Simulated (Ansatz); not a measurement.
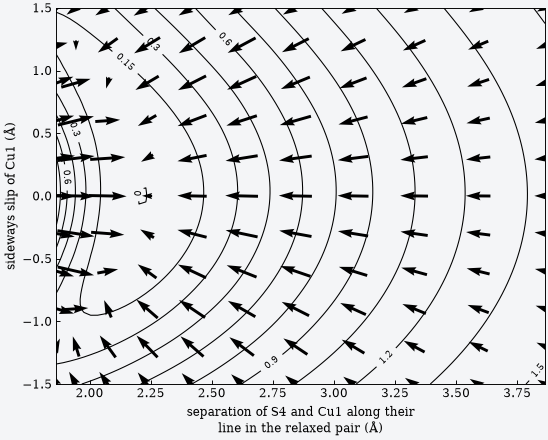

Energy landscape of CCuS2, charge +1. 
- Coordinates scanned: (1) separation of S4 and Cu1 along their line in the relaxed pair; (2) sideways slip of Cu1.
- Nothing is relaxed (both partners rigid).
- Grid: 11 × 11 points.
- Points are written as (first, second).
- Energies are in eV, from the lowest grid point.
- All numbers below come from RKS PBE0-D4/def2-SVPD (Ansatz 0.2.0).

In the figure: contour lines labelled in eV, arrows along the force (downhill), their lengths compressed. Between grid points the surface is interpolated. 

Q: Summarise what can be read from the map.

A: The lowest grid point is at (2.235 Å, 0.0 Å). No other kind of well shows on this grid. The highest grid point, (3.864 Å, −1.5 Å), lies 1.52 eV above the lowest.

Each point was launched as `ansatz run input.yaml --threads 1 --pin off --max-ram 2560MiB --backend cpu --events-out ev --progress --plain --runs-dir out`. The whole map (121 points run) took 9.6 min on 1 thread of Arm Neoverse V2, with other jobs on the host.
